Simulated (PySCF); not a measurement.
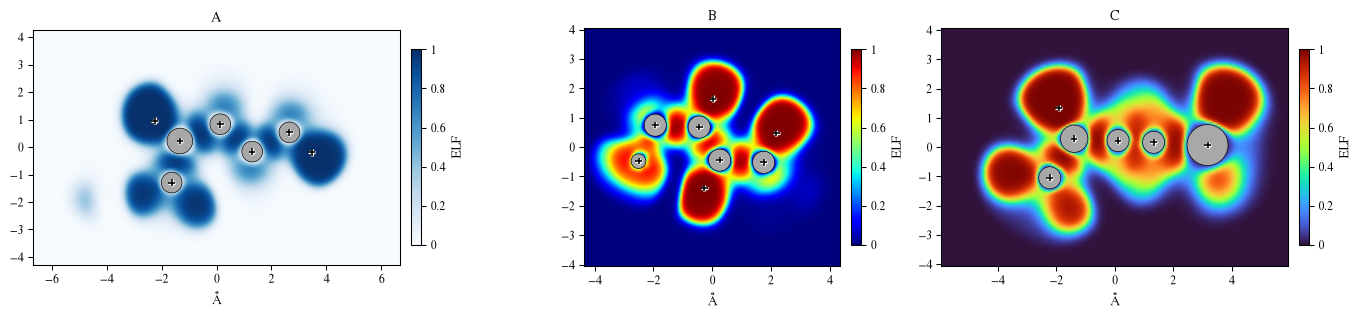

The ELF of 3 systems, each on a plane through atoms (crosses mark nuclei in the plane; grey discs cover the cores).

Computed with PBE0/pcSseg-1, SCF density, gas phase, non-relativistic in PySCF.

System 1: C$_{4}$H$_{13}$BSSi, the plane of atoms C1, C2 and C3. Geometry: GFN2-xTB.

```tsv
atom	x (Å)	y (Å)	z (Å)
C	-3.1736	0.0316	-0.9141
C	-1.7709	-0.4202	-0.5238
C	-1.0492	0.6256	0.3281
B	0.4534	0.2973	0.7490
C	1.0861	-1.1179	0.5866
S	1.6623	-0.2316	-0.9266
Si	3.6224	0.4831	-0.3460
H	-3.6698	-0.7257	-1.5181
H	-3.1298	0.9537	-1.4904
H	-3.7773	0.2125	-0.0265
H	-1.8413	-1.3587	0.0313
H	-1.1899	-0.6098	-1.4301
H	-1.0818	1.5819	-0.2041
H	-1.6298	0.7868	1.2427
H	1.0489	1.1035	1.3690
H	0.4926	-1.9648	0.2621
H	1.9365	-1.4468	1.1746
H	3.5085	1.6629	0.4994
H	4.2645	-0.6219	0.3580
H	4.2330	0.7691	-1.6337
```

System 2: C$_{3}$H$_{7}$BSi, the plane of atoms C1, B2 and C3. Geometry: GFN2-xTB.

```yaml
atoms:
  - { symbol: C, position_ang: [2.5697, -0.1349, 0.1629] }
  - { symbol: B, position_ang: [1.3835, 0.1632, -0.8295] }
  - { symbol: C, position_ang: [-0.0318, 0.1039, -0.3303] }
  - { symbol: C, position_ang: [-1.1755, 0.0579, 0.0795] }
  - { symbol: Si, position_ang: [-2.9102, -0.0147, 0.7086] }
  - { symbol: H, position_ang: [3.4873, -0.4395, -0.3346] }
  - { symbol: H, position_ang: [2.7973, 0.7861, 0.7031] }
  - { symbol: H, position_ang: [2.3225, -0.8772, 0.9192] }
  - { symbol: H, position_ang: [1.5845, 0.4653, -1.9455] }
  - { symbol: H, position_ang: [-3.2913, -1.4269, 0.8005] }
  - { symbol: H, position_ang: [-3.7872, 0.6971, -0.2251] }
  - { symbol: H, position_ang: [-2.9476, 0.6191, 2.0300] }
```

System 3: C$_{4}$H$_{7}$F$_{2}$N (SMILES NC/C=C/C(F)F), the plane of atoms C4, C3 and H12. Geometry: GFN2-xTB.

```csv
atom,x (Å),y (Å),z (Å)
N,-2.4334,0.6629,0.0529
C,-1.5506,-0.4509,-0.2561
C,-0.1139,-0.0439,-0.4164
C,0.8820,-0.5014,0.3242
C,2.3035,-0.0476,0.1920
F,2.7619,0.4427,1.3773
F,2.4454,0.9546,-0.7077
H,-2.3951,1.3621,-0.6814
H,-2.1463,1.1075,0.9185
H,-1.6483,-1.1893,0.5433
H,-1.9048,-0.9018,-1.1891
H,0.0766,0.7082,-1.1724
H,0.7337,-1.2420,1.0967
H,2.9886,-0.8613,-0.1040
```

Match each panel to its system.

Answer. Panel A is system 1, C$_{4}$H$_{13}$BSSi: the plane holds C, B and H. C–C (1.52 Å): the ELF peaks at about 0.95 between the atoms, as expected for localised, covalent bonding. Panel B is system 3, C$_{4}$H$_{7}$F$_{2}$N: the plane holds C, F and H. C–C (1.32 Å): the ELF peaks at about 0.90 between the atoms (a multiple bond). Panel C is system 2, C$_{3}$H$_{7}$BSi: the plane holds C, B, Si and H. C–C (1.22 Å): the ELF peaks at about 0.85 between the atoms; a multiple bond.
